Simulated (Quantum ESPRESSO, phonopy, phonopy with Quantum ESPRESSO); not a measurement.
# Grüneisen parameters and expansion of BP (F-43m), part 8 of 8

Wanted: mode Grüneisen parameters of BP and a free-energy fit over volumes.

Measurements to reproduce:
- volume expansion coefficient 9.6 1e-6/K near room temperature (given in “Thermal expansion coefficients of high thermal conducting BAs and BP materials (three times its linear coefficient)”, 2019, arxiv:1906.04101)

Quantum ESPRESSO 7.5; DFT LDA, scalar-relativistic, plane waves, GBRV ultrasoft pseudopotentials.

So far. Step 24 (Phonons, V/V0 0.97): The time given is that of the 2 pw.x runs on displaced cells behind this step. Step 25 (Self-consistent run, V/V0 1.05): The run ends at a pressure of -7.99 GPa.

## (26) Zone-centre response

In a polar crystal the Born charges and ε∞ give the long-range dipole term that a finite supercell misses. They are those of this k-mesh and were not tested on a denser one; where the gap is small they converge slowly, and the LO modes with them.

ph.in

```
phonons
 &inputph
    prefix='x',
    outdir='./tmp',
    fildyn='x.dyn',
    tr2_ph=1.0d-18,
    epsil=.true.,
 /
0.000000000 0.000000000 0.000000000
```

scf.in

```
 &control
    calculation='scf',
    prefix='x',
    outdir='./tmp',
    pseudo_dir='./pseudo',
    tprnfor=.true.,
    tstress=.true.,
 /
 &system
    ibrav=0,
    nat=2,
    ntyp=2,
    ecutwfc=30.0,
    ecutrho=180.0,
    occupations='fixed',
    nbnd=6,
 /
 &electrons
    conv_thr=1.0d-12,
    mixing_beta=0.7,
    electron_maxstep=100,
 /
ATOMIC_SPECIES
 B      10.8100  B.upf
 P      30.9738  P.upf
CELL_PARAMETERS angstrom
     0.000000000    2.280586828    2.280586828
     2.280586828    0.000000000    2.280586828
     2.280586828    2.280586828    0.000000000
ATOMIC_POSITIONS crystal
 B      0.000000000   0.000000000   0.000000000
 P      0.250000000   0.250000000   0.250000000
K_POINTS automatic
 12 12 12 0 0 0
```

Launch:

```
$ OMP_NUM_THREADS=1 mpirun -n 4 ph.x -nk 4 -in ph.in > ph.out
```

Log:

```text
[banner, memory and clock lines left out]
Program PHONON v.7.5

     ./tmp/x.save/

     IMPORTANT: XC functional enforced from input :
     Exchange-correlation= PZ
                           (   1   1   0   0   0   0   0)
     Any further DFT definition will be discarded
     Please, verify this is what you really want

     G-vector sticks info

     Reading collected, re-writing distributed wavefunctions in ./tmp/

     Number and degeneracy of irreps per q-point
       N         xq(1)         xq(2)         xq(3)   N irreps
[...]
freq (    1) =      -0.246611 [THz] =      -8.226064 [cm-1]
     freq (    2) =      -0.246611 [THz] =      -8.226064 [cm-1]
     freq (    3) =      -0.246611 [THz] =      -8.226064 [cm-1]
     freq (    4) =      23.494603 [THz] =     783.695599 [cm-1]
     freq (    5) =      23.494603 [THz] =     783.695599 [cm-1]
     freq (    6) =      23.494603 [THz] =     783.695599 [cm-1]
 **************************************************************************

     Mode symmetry, T_d (-43m)  point group:

     freq (   1-   3) =         -8.2  [cm-1]   --> T_2  G_15 P_4   I+R
     freq (   4-   6) =        783.7  [cm-1]   --> T_2  G_15 P_4   I+R
```

Elapsed: 45 s, on 4 MPI ranks of Intel Xeon Platinum 8175M at 2.50GHz (Skylake/Cascade Lake), shared host; 2.9 min of CPU time.

ε∞:

```
9.24 0.00 0.00
0.00 9.24 0.00
0.00 0.00 9.24
```

The Born charges sum to zero within 0.0035 e; the rest is removed before use. Acoustic frequencies in this log differ from zero by the error of the sum rule, which ph.x does not impose.

## (27) Forces on a displaced cell

One atom (for the harmonic constants) or a pair of atoms (for the cubic ones) is moved by a few hundredths of an ångström; the forces on all atoms give a column of force constants. The threshold is tight because the forces are small.

System of this step: BP. The cell holds 54 atoms: 27 B and 27 P. Cell: a = 9.676 Å, b = 9.676 Å, c = 9.676 Å, α = 60.0°, β = 60.0°, γ = 60.0°. It derives from BP, repeated 3×3×3.

disp-00001.in

```
 &control
    calculation='scf',
    prefix='x',
    outdir='./tmp',
    pseudo_dir='./pseudo',
    tprnfor=.true.,
    disk_io='none',
 /
 &system
    ibrav=0,
    nat=54,
    ntyp=2,
    ecutwfc=30.0,
    ecutrho=180.0,
    occupations='fixed',
    nbnd=110,
 /
 &electrons
    conv_thr=1.0d-11,
    mixing_beta=0.7,
    electron_maxstep=100,
 /
ATOMIC_SPECIES
 B      10.8100  B.upf
 P      30.9738  P.upf
CELL_PARAMETERS angstrom
     0.000000000    6.841760484    6.841760484
     6.841760484    0.000000000    6.841760484
     6.841760484    6.841760484    0.000000000
ATOMIC_POSITIONS crystal
 B      0.002067032   0.000000000   0.000000000
 B      0.333333333   0.000000000   0.000000000
 B      0.666666667   0.000000000   0.000000000
 B      0.000000000   0.333333333   0.000000000
 B      0.333333333   0.333333333   0.000000000
 B      0.666666667   0.333333333   0.000000000
 B      0.000000000   0.666666667   0.000000000
 B      0.333333333   0.666666667   0.000000000
 B      0.666666667   0.666666667   0.000000000
 B      0.000000000   0.000000000   0.333333333
 B      0.333333333   0.000000000   0.333333333
 B      0.666666667   0.000000000   0.333333333
 B      0.000000000   0.333333333   0.333333333
 B      0.333333333   0.333333333   0.333333333
 B      0.666666667   0.333333333   0.333333333
 B      0.000000000   0.666666667   0.333333333
 B      0.333333333   0.666666667   0.333333333
 B      0.666666667   0.666666667   0.333333333
 B      0.000000000   0.000000000   0.666666667
 B      0.333333333   0.000000000   0.666666667
 B      0.666666667   0.000000000   0.666666667
 B      0.000000000   0.333333333   0.666666667
 B      0.333333333   0.333333333   0.666666667
 B      0.666666667   0.333333333   0.666666667
 B      0.000000000   0.666666667   0.666666667
 B      0.333333333   0.666666667   0.666666667
 B      0.666666667   0.666666667   0.666666667
 P      0.083333333   0.083333333   0.083333333
 P      0.416666667   0.083333333   0.083333333
 P      0.750000000   0.083333333   0.083333333
 P      0.083333333   0.416666667   0.083333333
 P      0.416666667   0.416666667   0.083333333
 P      0.750000000   0.416666667   0.083333333
 P      0.083333333   0.750000000   0.083333333
 P      0.416666667   0.750000000   0.083333333
 P      0.750000000   0.750000000   0.083333333
 P      0.083333333   0.083333333   0.416666667
 P      0.416666667   0.083333333   0.416666667
 P      0.750000000   0.083333333   0.416666667
 P      0.083333333   0.416666667   0.416666667
 P      0.416666667   0.416666667   0.416666667
 P      0.750000000   0.416666667   0.416666667
 P      0.083333333   0.750000000   0.416666667
 P      0.416666667   0.750000000   0.416666667
 P      0.750000000   0.750000000   0.416666667
 P      0.083333333   0.083333333   0.750000000
 P      0.416666667   0.083333333   0.750000000
 P      0.750000000   0.083333333   0.750000000
 P      0.083333333   0.416666667   0.750000000
 P      0.416666667   0.416666667   0.750000000
 P      0.750000000   0.416666667   0.750000000
 P      0.083333333   0.750000000   0.750000000
 P      0.416666667   0.750000000   0.750000000
 P      0.750000000   0.750000000   0.750000000
K_POINTS automatic
 3 3 3 0 0 0
```

Launch:

```
$ OMP_NUM_THREADS=1 mpirun -n 2 pw.x -nk 2 -in disp-00001.in > disp-00001.out
```

Log:

```text
[banner, memory and clock lines left out]
Program PWSCF v.7.5

     Message from routine setup:
     using ibrav=0 with symmetry is DISCOURAGED, use correct ibrav instead

     G-vector sticks info

     bravais-lattice index     =            0
     lattice parameter (alat)  =      18.2844  a.u.
     unit-cell volume          =    4322.4522 (a.u.)^3
     number of atoms/cell      =           54
     number of atomic types    =            2
     number of electrons       =       216.00
[...]
atom    1 type  1   force =    -0.00038215   -0.01005632   -0.01005632
     atom    2 type  1   force =     0.00026921    0.00036218    0.00036218
     atom    3 type  1   force =    -0.00026916    0.00034997    0.00034997
[...]
atom   53 type  2   force =     0.00008406   -0.00001692   -0.00001692
     atom   54 type  2   force =     0.00000019   -0.00002179   -0.00002179

     Total force =     0.016559     Total SCF correction =     0.000001
     Message from routine punch:
     Nothing written, as per user request (disk_io='none')
[key lines of the parts left out:]
!    total energy              =    -594.19453984 Ry
convergence has been achieved in  19 iterations
```

Run time: 10 min. Hardware: 2 MPI ranks.

## (28) Phonons, V/V0 1.05

This step: DFT LDA, scalar-relativistic, plane waves, GBRV ultrasoft pseudopotentials (phonopy with Quantum ESPRESSO 4.10.0 / 7.5).

It took 10 min on 4 threads; 40 min of CPU time.

No mode is imaginary beyond numerical noise along the path. The highest zone-centre mode (no LO–TO term) moved by -4.9 % for a volume change of +5.0 %.

The time given is that of the 2 pw.x runs on displaced cells behind this step.

## (29) How the modes move with volume

This step: DFT LDA, scalar-relativistic, plane waves, GBRV ultrasoft pseudopotentials (phonopy 4.10.0).

Numbers from this step:

- share of modes with a negative Grüneisen parameter: 0.081

Mean Grüneisen, by row:

```csv
T (K),heat-capacity-weighted mean,root mean square
50,0.205,0.326
100,0.259,0.417
200,0.503,0.689
300,0.655,0.826
500,0.762,0.912
800,0.804,0.943
```

Table of mean mode Grueneisen parameter by wavenumber:

```csv
wavenumber (cm⁻¹),mean mode Grueneisen parameter
14,-
69,0.197
97,0.387
153,0.337
208,0.164
264,0.11
291,0.174
347,0.427
402,0.568
430,0.897
486,0.923
541,0.918
569,-
624,-
680,-
735,1.33
763,1.23
819,1.17
```

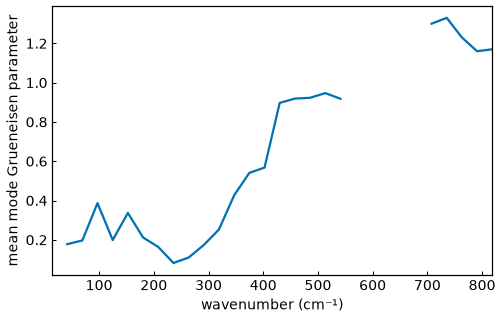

Mean mode Grueneisen parameter against wavenumber.

Volume series, by row:

```
 V/V0  V (Å³/atom)  pressure (GPa)  E - E0 (meV/atom)  gap (eV)  zero-point energy (meV/atom)  lowest on the path (cm⁻¹)  highest at Gamma without the LO-TO term (cm⁻¹)
 0.97        10.96            5.55              7.546     1.099                         106.3                          0                                           849.6
0.985        11.13           2.604              2.244     1.118                         104.7                          0                                           836.5
    1         11.3          -0.139                  0     1.137                         103.1                          0                                           823.9
1.015        11.47          -2.693              0.589     1.155                         101.5                          0                                           811.5
 1.03        11.64          -5.069              3.724     1.173                           100                          0                                           799.5
 1.05        11.86          -7.988               11.8     1.199                         98.06                          0                                           783.9
```

The optical frequency at Gamma without the LO-TO term, mode 4 by V/V0:

```
  V/V0  optical frequency at Gamma without the LO-TO term, mode 4 (cm⁻¹)
0.9700                                                               850
0.9850                                                               837
1.0000                                                               824
1.0150                                                               812
1.0300                                                               799
1.0500                                                               784
```

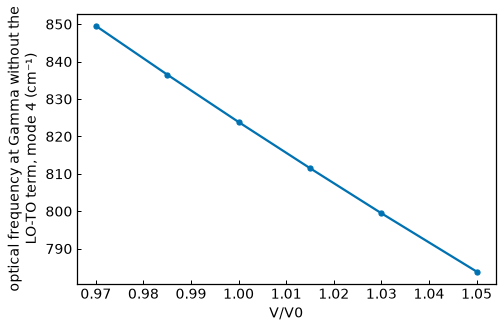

Optical frequency at Gamma without the LO-TO term, mode 4 against V/V0.

Grüneisen at points, by row:

```
point  branch  frequency (cm⁻¹)  mode Grüneisen parameter
    Γ       4             823.9                      1.01
    Γ       6               831                      1.09
    X       1             309.2                     -0.09
    X       3             533.4                      0.92
    X       4             720.7                      1.52
    X       6             803.7                      1.06
    U       1             302.1                     -0.08
    U       2               402                       0.4
    U       3             481.8                       0.9
    U       4             698.2                      1.35
    U       5             733.7                      1.42
    U       6             808.2                      1.25
    K       1             302.1                     -0.08
    K       2               402                       0.4
    K       3             481.8                       0.9
    K       4             698.2                      1.35
    K       5             733.7                      1.42
    K       6             808.2                      1.25
    L       1             222.9                     -0.19
    L       3             514.8                      1.06
    L       4             777.1                      1.09
    L       5             780.9                      1.22
    W       1             353.4                      0.33
    W       2             401.4                      0.17
    W       3             457.6                      0.99
    W       4             701.3                       1.2
    W       5             724.8                      1.52
    W       6             805.5                      1.31
```

The printed pressures lie 0.88 GPa below −dE/dV of the same runs on average, in a series that spans 14 GPa: energy and stress disagree, as they do when the basis is incomplete, so the pressures are not converged.

## (30) Quasi-harmonic fit by phonopy

Numbers from this step:

| Quantity | Value |
| --- | --- |
| volume expansion coefficient at 300 K | 8.39 1e-6/K |
| isothermal bulk modulus at 300 K | 170.7 GPa |
| C_P at 300 K | 14.62 J/mol-atom/K |
| Grüneisen parameter at 300 K | 0.677 |

The energy (each curve on its own zero) by volume; values in meV/atom:

```
volume (Å³/atom)  static  F at 0 K  F at 300 K  F at 900 K
          10.958    7.55      11.6        11.9        15.7
          11.127    2.24      4.63        4.88         7.2
          11.297       0      0.81        0.91        1.76
          11.466    0.59     -0.15       -0.21       -0.84
          11.636    3.72      1.47        1.25       -0.89
          11.861    11.8      7.59        7.14        2.97
```

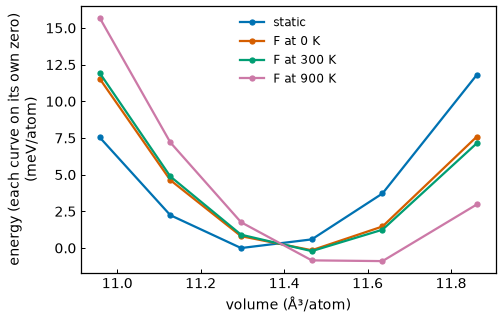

Energy (each curve on its own zero) against volume.

Phonopy-qha, vinet fit of F(V) at each temperature; no electronic free energy. Qha vinet, by row:

```
T (K)  fitted volume (Å³/atom)  alpha_V (1e-6/K)  B_T (GPa)  C_P (J/mol-atom/K)  Grueneisen
  100                    11.44              0.77      171.8               2.996      0.3019
  150                    11.44              2.22      171.6               6.298      0.4165
  200                    11.45              4.25      171.4               9.462      0.5308
  250                    11.45              6.42      171.1               12.28       0.617
  300                    11.45              8.39      170.7               14.62      0.6766
  350                    11.46             10.06      170.3               16.51      0.7174
  400                    11.46             11.42      169.8                  18      0.7459
  450                    11.47             12.52      169.3               19.18      0.7665
  500                    11.48             13.41      168.8               20.12      0.7818
  550                    11.49             14.14      168.3               20.88      0.7934
  600                    11.49             14.74      167.8               21.49      0.8025
  650                     11.5             15.25      167.2               21.99      0.8099
  700                    11.51             15.68      166.7               22.41      0.8159
  750                    11.52             16.04      166.2               22.76      0.8209
  800                    11.53             16.36      165.6               23.05      0.8251
  850                    11.54             16.64      165.1               23.31      0.8288
```

Volume expansion coefficient, phonopy-qha, Vinet against temperature:

```
temperature (K)  volume expansion coefficient, phonopy-qha, Vinet (1e-6/K)
             75                                                       0.34
            125                                                        1.4
            175                                                       3.19
            225                                                       5.35
            275                                                       7.44
            300                                                       8.39
            350                                                       10.1
            400                                                       11.4
            450                                                       12.5
            500                                                       13.4
            550                                                       14.1
            600                                                       14.7
            650                                                       15.2
            675                                                       15.5
            725                                                       15.9
            775                                                       16.2
            825                                                       16.5
            875                                                       16.8
```

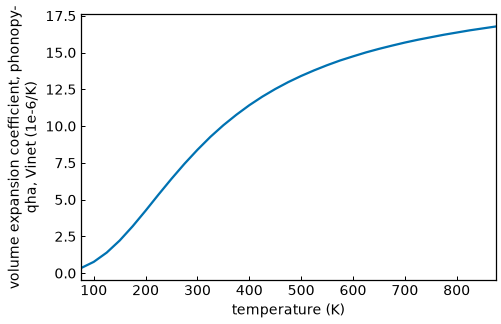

Volume expansion coefficient, phonopy-qha, Vinet, plotted against temperature.

The fit gives a volume expansion of 8.39 × 10⁻⁶/K at 300 K.

## (31) Summary of results

- volume expansion coefficient at 300 K: 8.39 1e-6/K
- isothermal bulk modulus at 300 K: 170.7 GPa
- C_P at 300 K: 14.62 J/mol-atom/K
- Grüneisen parameter at 300 K: 0.677
- mean mode Grüneisen parameter at 300 K: 0.655

What this shows: Near room temperature BP expands by 8.39 × 10⁻⁶/K in volume by LDA, with C_P = 14.6 J/(mol K) per mole of atoms and B_T = 171 GPa. C_P at room temperature is 59 % of the classical 3R an atom, so the stiffest modes are still partly frozen out. A measured volume expansion coefficient near room temperature is 9.6 1e-6/K (arxiv:1906.04101); the calculated 8.39 1e-6/K differs by -13 %. The heat-capacity-weighted Grüneisen parameter goes from 0.205 at 50 K to 0.804 at 800 K; 8 % of the modes stiffen on expansion. Weighting γ by the density of states and each mode's heat capacity at 300 K, modes below 280 cm⁻¹ give about 5 % of the sum of γC that drives the expansion, those up to 560 cm⁻¹ 37 % and the rest 58 %. Among the labelled points γ is largest for branch 4 at X (721 cm⁻¹, 1.5) and most negative for branch 1 at L (223 cm⁻¹, -0.19). The printed pressures lie 0.88 GPa below −dE/dV of the same runs on average, in a series that spans 14 GPa: energy and stress disagree, as they do when the basis is incomplete, so the pressures are not converged. The supercell is 7.9 Å across at its narrowest and was not tested against a larger one: only its own wavevectors are exact, and acoustic branches between them, with the entropy at low temperature, can be off.

[Logs are printed without paths, hosts, clocks, repeated set-up lines and the standing remarks that a program may print on its own settings, such as how far it seeks lower states.]

[Hosts, paths, dates, database ids (printed as entryN), source tags and the programs' standing remarks are cut or masked in the printed files.]

[A step with changed settings may run another functional than the one named; its input shows which.]

[Of the runs on displaced cells, only some may be shown.]
